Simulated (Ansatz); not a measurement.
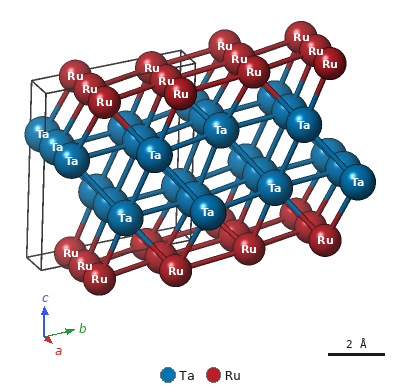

A crystal of Ta2Ru (a generated structure, set up in P-1), before the relaxation. The picture is a ball-and-stick view of the cell of the calculation, repeated 3 × 2 × 1 with one cell outlined, seen slightly off an axis.

The calculation used Ansatz 0.2.0, DFT PBE, scalar-relativistic, plane waves, PAW.

The input:
```yaml
crystal:
  lattice:
    - [2.8578363433, 0.0, 0.0]
    - [1.047849965, 5.4176953647, 0.0]
    - [0.9686380619, 1.3735019167, 6.5020290864]
  atoms:
    - { symbol: Ta, position: [0.5839646987, 0.5837603423, 0.6702773955] }
    - { symbol: Ta, position: [0.0766628976, 0.0775925904, 0.6877953773] }
    - { symbol: Ta, position: [0.4160353013, 0.4162396577, 0.3297226045] }
    - { symbol: Ta, position: [0.9233371024, 0.9224074096, 0.3122046227] }
    - { symbol: Ru, position: [0.2946140404, 0.2647919767, 0.0009775552] }
    - { symbol: Ru, position: [0.7053859596, 0.7352080233, 0.9990224448] }
basis:
  ecutwfc: 420
kpoints:
  mp_grid: { grid: [14, 8, 6] }
hamiltonian:
  xc: pbe
scf:
  occupations: { method: gaussian, width: 0.1 }
output:
  forces: true
  stress: true
  eigenvalues: true
relax:
  adjacent_minimum: "off"
  f_tol: 0.01
  max_steps: 80
  cell: { stress_tol: 0.05 }
```

Run as
```bash
ansatz run input.yaml --threads 1 --pin off --max-ram 2560MiB --backend cpu --events-out ev --progress --plain --runs-dir out
```

Predict the outcome.

Answer. Over 4 accepted moves (5 points after the start) the energy falls by 1.0 meV per atom. Largest force component: 0.093 eV/Å at the start, 0.0013 eV/Å at the end. Pressure: −0.27 GPa at the start and −0.01 GPa at the end. The SCF was repeated once at an unchanged geometry on a basis and grid sized afresh for the cell, which shifted the energy by less than 0.05 meV per atom at most. The largest moves relative to the cell, 0.019 Å, are those of Ta2 and Ta4. Ta2 goes along [0 1 −3]. By element the largest moves are Ta 0.019 Å, Ru 0.017 Å. The drawn cell changes as follows: a 2.858 → 2.852 Å (−0.2 %), b 5.518 → 5.476 Å (−0.8 %), c 6.716 → 6.751 Å (+0.5 %), α 76.8° → 77.1°, γ 79.1° → 79.5°; the volume changes by −0.2 %. Among the contacts that change: Ta2–Ru6 3.026 → 3.060 Å, Ta1–Ta2 3.355 → 3.322 Å, Ta1–Ta2 (another image) 3.328 → 3.298 Å, Ta2–Ta4 2.955 → 2.929 Å. The space group stays P-1 (No. 2). The run took 19 min on 1 thread of Intel(R) Xeon(R) Processor @ 2.50GHz (Skylake/Cascade Lake), on a shared host, peak memory 1.3 GiB.

Step by step:

```json
{"step": "0", "E − E(0), meV/atom": "0.00", "largest force component, eV/Å": "0.0931", "pressure, GPa": "-0.27", "volume, Å³/atom": "16.778", "note": ""}
{"step": "1", "E − E(0), meV/atom": "-0.13", "largest force component, eV/Å": "0.1316", "pressure, GPa": "1.24", "volume, Å³/atom": "16.651", "note": ""}
{"step": "2", "E − E(0), meV/atom": "-0.92", "largest force component, eV/Å": "0.0174", "pressure, GPa": "-0.34", "volume, Å³/atom": "16.770", "note": ""}
{"step": "3", "E − E(0), meV/atom": "-0.96", "largest force component, eV/Å": "0.0192", "pressure, GPa": "0.01", "volume, Å³/atom": "16.744", "note": ""}
{"step": "4", "E − E(0), meV/atom": "-0.98", "largest force component, eV/Å": "0.0013", "pressure, GPa": "-0.01", "volume, Å³/atom": "16.745", "note": ""}
{"step": "5", "E − E(0), meV/atom": "-0.97", "largest force component, eV/Å": "0.0013", "pressure, GPa": "-0.01", "volume, Å³/atom": "16.745", "note": "same geometry, new basis"}
```

The structure at the end:

```xyz
6
Lattice="2.8524 -0.0135 0.0040 1.0202 5.3797 -0.0023 0.9693 1.3561 6.5420" Properties=species:S:1:pos:R:3 pbc="T T T"
Ta    2.9097    4.0399    4.3935
Ta    0.9627    1.3496    4.4813
Ta    1.9322    2.6824    2.1502
Ta    3.8792    5.3727    2.0624
Ru    1.0965    1.4141    0.0058
Ru    3.7455    5.3082    6.5379
```

After the run, drawn alike:

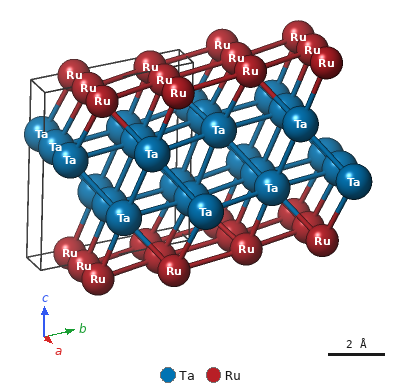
